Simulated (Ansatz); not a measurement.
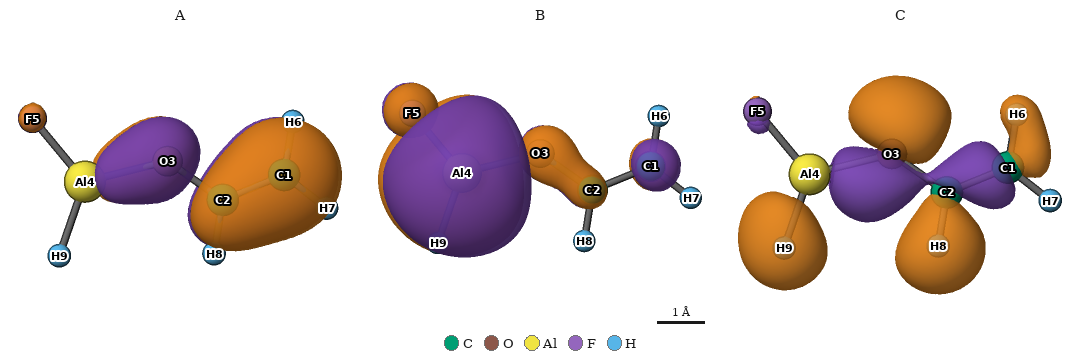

*C2H4AlFO. Three frontier orbitals at ±0.08 Å⁻³ᐟ² (orange and purple are the two phases), in no order.*

The calculation used RKS PBE/6-31G* in Ansatz 0.2.0.

```yaml
atoms:
  - { symbol: C, position_ang: [-1.5885, -0.3743, 1.1006] }
  - { symbol: C, position_ang: [-0.7008, -0.2928, 0.0981] }
  - { symbol: O, position_ang: [0.5203, 0.3047, 0.2375] }
  - { symbol: Al, position_ang: [1.8090, 0.5242, -0.8877] }
  - { symbol: F, position_ang: [3.1479, 1.3169, -0.3078] }
  - { symbol: H, position_ang: [-1.3718, 0.0392, 2.0891] }
  - { symbol: H, position_ang: [-2.5510, -0.8630, 0.9361] }
  - { symbol: H, position_ang: [-0.9211, -0.7104, -0.8974] }
  - { symbol: H, position_ang: [1.7446, 0.0092, -2.3856] }
```

### Which picture is the HOMO−1, the HOMO and the LUMO?

C is the HOMO−1 (−7.25 eV). By Hirshfeld shares it lies mainly on O3 (about 55 %), C2 (about 10 %), Al4 (about 10 %), H8 (about 10 %) and H9 (about 5 %); it is symmetric in the molecular plane (an in-plane orbital: σ, lone-pair or in-plane π type). A is the HOMO (−5.41 eV). By Hirshfeld shares it lies mainly on C1 (about 40 %), C2 (about 25 %) and O3 (about 20 %); it changes sign across the molecular plane (π type); π-bonding across C1–C2; π-antibonding (a node) across C2–O3. B is the LUMO (−1.41 eV). Its weight (Hirshfeld) is mainly on Al4 (about 75 %), F5 (about 5 %) and O3 (about 5 %); it changes sign across the molecular plane (π type).

### What is the HOMO–LUMO gap?

4.00 eV between the orbital energies.
